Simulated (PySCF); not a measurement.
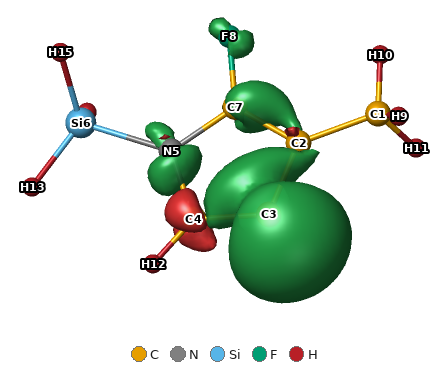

*C5H7FNSi (SMILES Cc1[c]cn([SiH3])c1F) (doublet). Isosurfaces of the spin density (α minus β) at +0.02 (green) and −0.02 e/Å³ (red), seen at a tilt.*

Geometry: GFN2-xTB.

All numbers below come from UKS B3LYP, pcH-1 on C F H N Si, non-relativistic, mean-field spin-orbit, GIAO in PySCF.

```xyz
15

C    -2.7234    0.0667    0.2408
C    -1.2894   -0.3040    0.1055
C    -0.6946   -1.5868    0.0601
C     0.6425   -1.5014   -0.0643
N     0.9732   -0.1551   -0.1058
Si    2.5537    0.5999   -0.2148
C    -0.2066    0.5208   -0.0005
F    -0.1700    1.8660   -0.0175
H    -3.3119   -0.3972   -0.5494
H    -2.8356    1.1464    0.1795
H    -3.1143   -0.2742    1.1990
H     1.4018   -2.2507   -0.1306
H     3.4575   -0.5346   -0.3723
H     2.7766    1.3337    1.0291
H     2.5360    1.4785   -1.3807
```

### Describe the spin distribution.

The unpaired spin (1 electron) lies mostly on C3 (about 0.8), in electrons by Hirshfeld's partition.
